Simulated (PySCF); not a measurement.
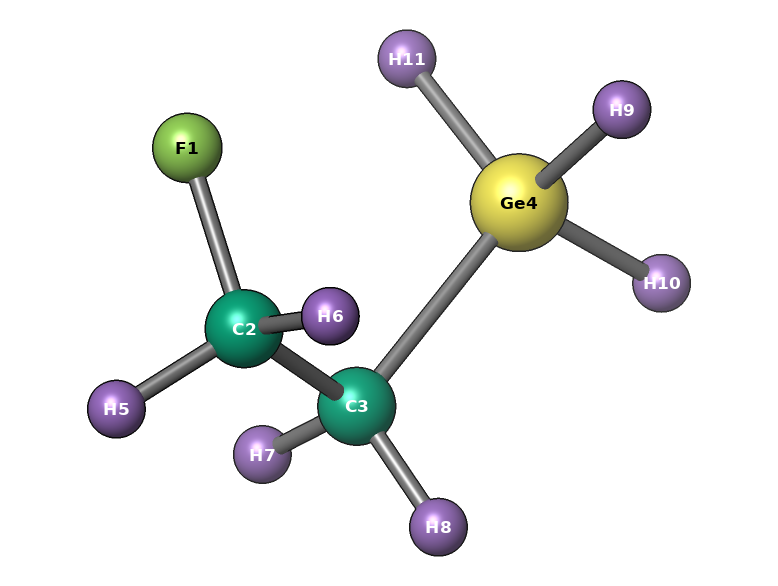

Computed geometry: GFN2-xTB optimisation. No frequency run is at hand to confirm it as a minimum. Method: delta-SCF UKS SCAN, pcX-2 on the ionised atom, pcseg-1 elsewhere, spin-free X2C (PySCF 2.14.0).

Give the core-electron binding energies (to vacuum) of F1 1s, C2 1s, C3 1s.

| atom | level | binding energy (eV) |
| --- | --- | --- |
| F1 | 1s | 692.3 |
| C2 | 1s | 293.1 |
| C3 | 1s | 290.5 |

The geometry is semi-empirical. Around Ge such bond lengths and angles can be off by a tenth of an ångström or more and by several degrees, and values that hang on the shape move with them.
